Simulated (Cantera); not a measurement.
A closed system holds: 1 mol Hg, 0.19 mol O₂, a varied amount of H₂, equilibrated at 1448.15 K and 13300 Pa.

Cantera equilibrium calculation (NASA polynomials, part measured and part estimated; ideal gas, pure solids and liquids). Candidate condensed phases: H₂O, Hg, HgO; 10 gas species. Equilibrium is a limit: real reactors are often held back by kinetics, nucleation or transport.

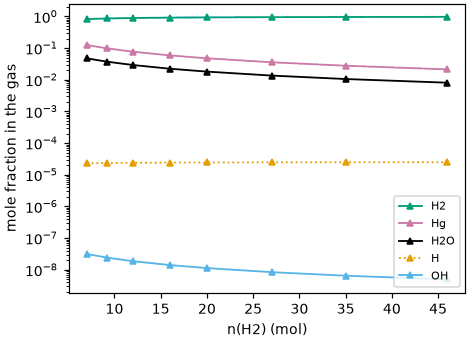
*Equilibrium gas composition (values under 1e-9 drawn at 1e-9)*

Task: Read off the mole fractions at 12 mol H₂.

Result: H₂ about 0.89, Hg about 0.077, H₂O about 0.029, H about 2.4e-5, OH about 1.9e-8.
